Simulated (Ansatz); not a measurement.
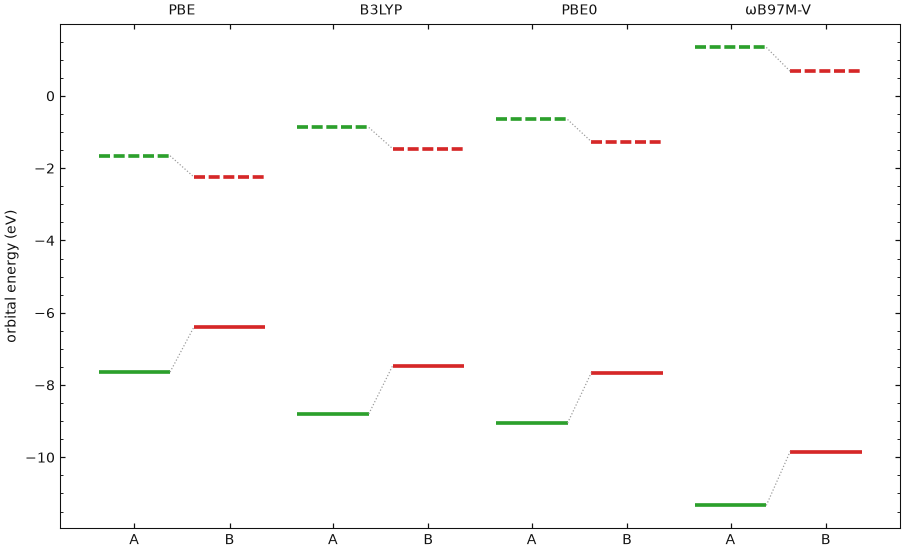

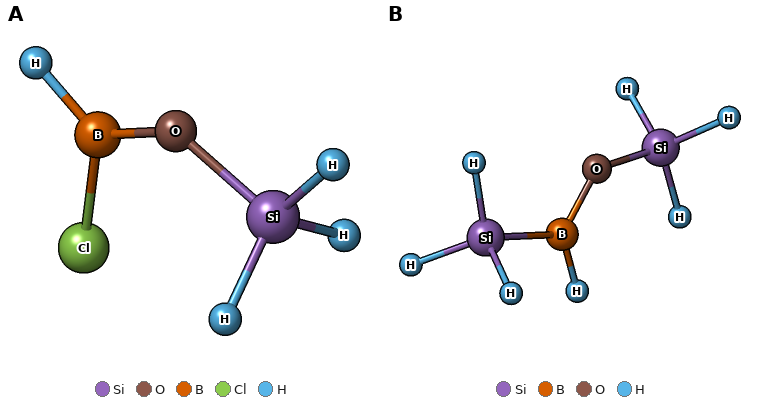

One change: A, BSiH₄OCl (SMILES [SiH3]OBCl), becomes B, BSi₂H₇O (SMILES [SiH3]BO[SiH3]). Cl on B is replaced by SiH₃. HOMO (solid) and LUMO (dashed) computed in def2-TZVPP at PBE0-D4/def2-TZVP geometries, both minima by their frequencies, gas phase, the Ansatz code 0.2.0. Empty levels above zero depend strongly on the basis.

Q: What does the change do to HOMO and LUMO?

A: PBE: the HOMO rises by 1.25 eV, the LUMO falls by 0.59 eV, and the separation goes from 5.98 to 4.15 eV. B3LYP: the HOMO rises by 1.33 eV, the LUMO falls by 0.59 eV, and the separation goes from 7.92 to 6.00 eV. PBE0: the HOMO rises by 1.40 eV, the LUMO falls by 0.61 eV, and the separation goes from 8.40 to 6.39 eV. ωB97M-V: the HOMO rises by 1.49 eV, the LUMO falls by 0.66 eV, and the separation goes from 12.67 to 10.52 eV.

Q: Do the functionals agree on the effect?

A: They agree on the direction for both levels; the HOMO shift lies between 1.25 and 1.49 eV and the LUMO shift between −0.66 and −0.59 eV, while the separations themselves differ by up to 6.7 eV between functionals.

Known limits of this run: one conformer of each flexible molecule.
